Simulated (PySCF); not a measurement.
# C6H5N3: the cost of one run

Computed with PySCF 2.14.0 and routines of our own; the level stands in each step. Atoms count from 0.

## (1) The starting structure

14 atoms, charge 0, multiplicity 1; geometry from: GFN2-xTB.

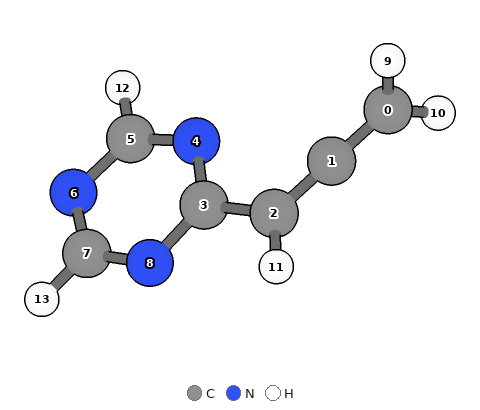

The starting geometry (carbon grey, nitrogen blue, hydrogen white).

## (2) Optimising the geometry at PBE0-D3(BJ)/def2-SVP

What the job is given:

```
{"job": {"xc": "PBE0", "basis": "def2-SVP", "d3": "d3bj", "grid": 2, "kind": "geom"}, "charge": 0, "multiplicity": 1}
C      3.142606     0.543441    -0.166091
C      2.094715    -0.127748     0.165350
C      1.031240    -0.811030     0.502523
C     -0.318677    -0.384179     0.199104
N     -0.514731     0.759818    -0.464779
C     -1.772509     1.067920    -0.693817
N     -2.825613     0.352690    -0.326079
C     -2.526015    -0.761594     0.323531
N     -1.312023    -1.179033     0.611437
H      3.566850     1.292063     0.483146
H      3.641087     0.389333    -1.109286
H      1.109180    -1.747422     1.036745
H     -1.964675     1.988929    -1.231304
H     -3.352112    -1.383662     0.647354
```

Run with:

```sh
$ OMP_NUM_THREADS=1 python excited_run.py task.json out
```

The driver reads the jobs from task.json and runs them one after another.

**Question.** How long does this first job take on 1 thread of Arm Neoverse V1, shared host, and how much memory does it need?

About 30 s, with a peak of 0.73 GiB.
